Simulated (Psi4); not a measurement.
**A Psi4 job on H2SO2 (SMILES O=[SH2]=O)**

Aim: the harmonic vibrations of H2SO2.

The results are computed with Psi4 1.11.

3 further runs of the same task are left out: 1 that didn't finish, 2 set aside as unsound or not needed.

**1. Starting point**

H2SO2: 5 atoms, total charge 0, spin state singlet. SMILES: `O=[SH2]=O`. The coordinates come from a GFN2-xTB relaxation.

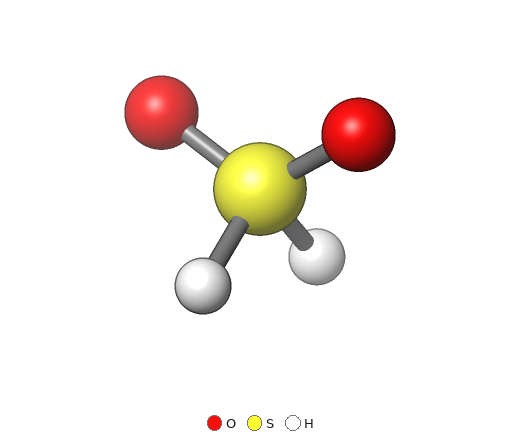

Viewed from a chosen angle; oxygen red, sulfur yellow, hydrogen white.

**2. The run**

File h2o2s.py:

```python
import psi4

psi4.set_memory('50 MB')
psi4.set_num_threads(1)
psi4.core.set_output_file('h2o2s.out', False)

geom = psi4.geometry("""
0 1
O     -0.986390     0.275820     1.043450
S      0.013430    -0.014140     0.070290
O      1.269430    -0.576280     0.440760
H     -0.558620    -0.842170    -0.901330
H      0.262150     1.156770    -0.653170
""")

psi4.set_options({
    'basis': '6-31G**',
    'reference': 'uhf',
    'scf_type': 'mem_df',
})

energy_value = psi4.frequencies('hf-d3bj2b')
print(f'total energy {energy_value:.8f} hartree = {energy_value * 27.211386:.5f} eV')
for k in ('ZPVE', 'ENTHALPY', 'GIBBS FREE ENERGY'):
    print(f'{k}: {psi4.variable(k):.8f} Eh')
for k, v in sorted(psi4.core.scalar_variables().items()):
    print(f'{k:45s} {v:18.10f}')
```

The run is started by

```bash
python h2o2s.py
```

stdout:

```text
psi4.driver.p4util.exceptions.ValidationError: set_memory(): Requested 47.7 MiB (50.0 MB); minimum 250 MiB (263 MB). Please, sir, I want some more.
```

Run time: 0.68 s. Hardware: 1 thread of Intel Xeon 6975P-C (Granite Rapids), shared host; peak memory 0.13 GiB.

**3. Diagnosis**

The input was rejected.

The telling line is `psi4.driver.p4util.exceptions.ValidationError: set_memory(): Requested 47.7 MiB`. What is wrong: too little memory is allowed.
